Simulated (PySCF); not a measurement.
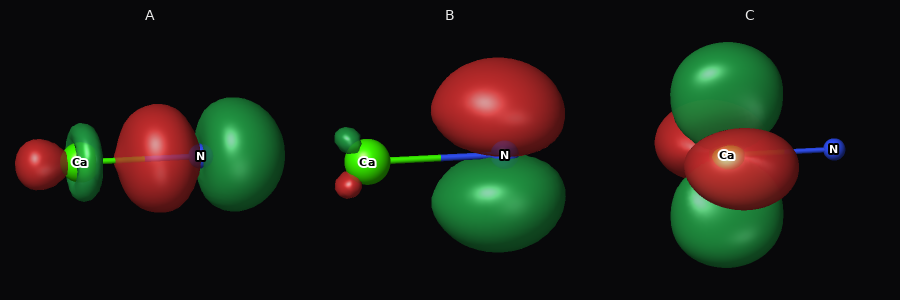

*CaN (charge +1, triplet). Three frontier α-spin orbitals, each drawn at the value that holds 80 % of its norm (green and red are the two phases), in no order; of a degenerate pair one member is drawn.*

Computed with PBE0/pcseg-1, non-relativistic, at a bond length of 2.168 Å in PySCF 2.14.0.

Question: Label each orbital by symmetry, say whether it is occupied, and order them by energy.

Answer: Orbital B: π, occupied in this spin, −13.01 eV; mainly on N (90 %).
Orbital A: σ, occupied in this spin, −11.88 eV; mainly on N (85 %).
Orbital C: δ, empty in this spin, −5.96 eV; almost wholly on Ca.
